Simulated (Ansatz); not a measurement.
**What Ir → As does to Ir**

Take Ir in the fcc (Cu type) structure (space group Fm-3m, No. 225; a = 3.8303 Å) as the base.

Modification: full substitution Ir → As; the structure is relaxed again.

All numbers come from DFT with PBEsol, PAW potentials and a 420 eV plane-wave cutoff in Ansatz (an electronic-structure program), no spin-orbit coupling, earlier PAW set. Γ-centred 19×19×19 mesh, Fermi–Dirac width 0.05 eV, for the changed cell.

The density decreases by 15.97 g/cm³, from 22.72 g/cm³ to 6.75 g/cm³ and the lattice parameter a increases by 0.3622 Å (3.830 Å → 4.193 Å). The space group is still Fm-3m (No. 225) and the shortest interatomic distance goes up by 0.2561 Å, from 2.708 Å to 2.965 Å. The band gap is still zero.

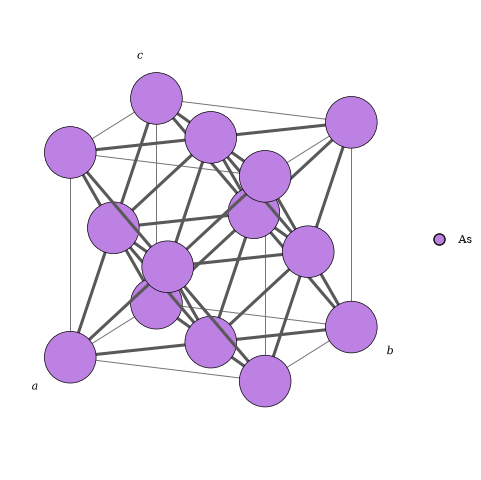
*The relaxed conventional cell after the change*

Stability against distortions was not tested. As relaxed here, As is a hypothetical phase, not in the database extracts checked. The final runs are not spin-polarised.
